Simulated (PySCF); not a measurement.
Input file:

```
{"job": {"kind": "nmr", "xc": "PBE0", "basis": "pcSseg-1"}, "charge": 0, "multiplicity": 1}
F      1.686538    -1.310994     0.389228
B      1.178646    -0.133842     0.074783
F      2.044802     0.836671    -0.142721
Si    -0.836577     0.114967    -0.064708
H     -1.488898    -0.366950     1.191320
H     -1.202606     1.542988    -0.297734
H     -1.347381    -0.713862    -1.201037
```

Command:

```sh
OMP_NUM_THREADS=1 python probes_run.py task.json out
```

Geometry: PBE0-D3(BJ)/def2-SVP.

Level of theory: PBE0/pcSseg-1, SCF density, gas phase, non-relativistic (PySCF 2.14.0).

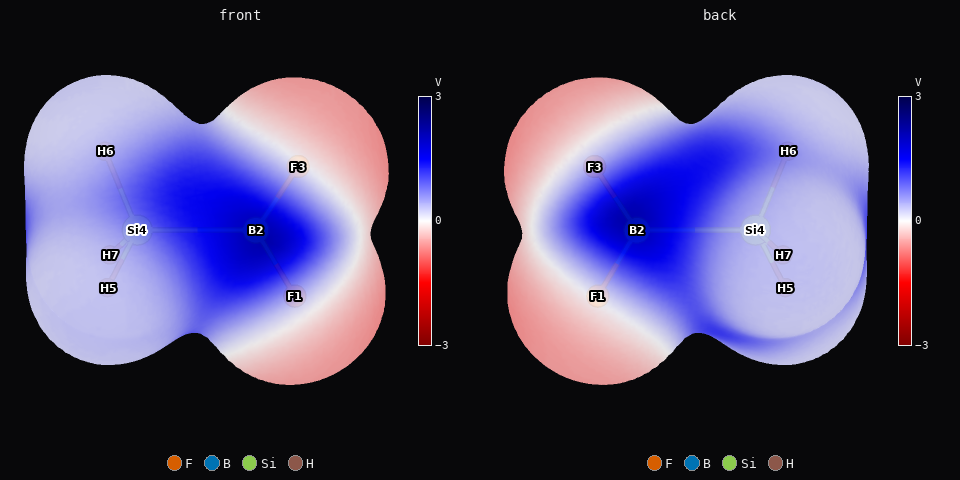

BF$_{2}$H$_{3}$Si. The electrostatic potential painted on the density surface at 0.002 e/bohr³, seen from the front and from behind; the colour scale runs from red (negative) to blue (positive).

> Where is the surface potential most negative and most positive?

The most negative region (about −0.6 V, or −14 kcal/mol for a unit charge) lies over F1 and F3, the most positive (about +2.1 V, or +48 kcal/mol for a unit charge) over B2.

> What dipole moment does the calculation give?

Its dipole moment is 0.89 D.
